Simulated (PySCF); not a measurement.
# CrH6S6 ([Cr(SH)6]2-): the cost of one run

Computed with PySCF 2.14.0 and routines of our own; the level stands in each step. Atoms count from 0.

### 1 The system as given

13 atoms, charge -2, states of the metal's open shell are computed; geometry from: model geometry, bond lengths from ionic radii.

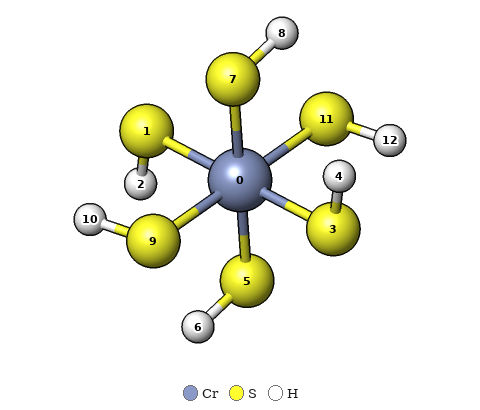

The starting geometry (chromium light blue, sulfur yellow, hydrogen white); sticks join atoms by distance alone.

### 2 Ligand-field states: state-averaged CASSCF in water

Job settings and geometry (Å):

```
{"job": {"kind": "lf", "basis": {"metal": "x2c-TZVPall", "ligand": "x2c-SVPall"}, "nevpt": true, "solvent": "water"}, "charge": -2, "metal": "Cr", "open_shell": "d2"}
Cr     0.000000     0.000000     0.000000
S      0.000000     0.000000     2.290000
H      1.320000     0.000000     2.540000
S      0.000000     0.000000    -2.290000
H     -1.320000     0.000000    -2.540000
S      2.290000     0.000000     0.000000
H      2.540000     1.320000     0.000000
S     -2.290000     0.000000     0.000000
H     -2.540000    -1.320000     0.000000
S      0.000000     2.290000     0.000000
H      0.000000     2.540000     1.320000
S     -0.000000    -2.290000     0.000000
H     -0.000000    -2.540000    -1.320000
```

Method: state-averaged CASSCF of the metal d shell, SC-NEVPT2 on the averaged canonical orbitals, state-interaction spin-orbit coupling.

The run is started by

```bash
OMP_NUM_THREADS=1 python lf_run.py task.json out
```

The driver reads the jobs from task.json and runs them one after another.

**Question.** How long does this first job take on 1 thread of Arm Neoverse V1, shared host, and how much memory does it need?

About 33 s, with a peak of 0.52 GiB.
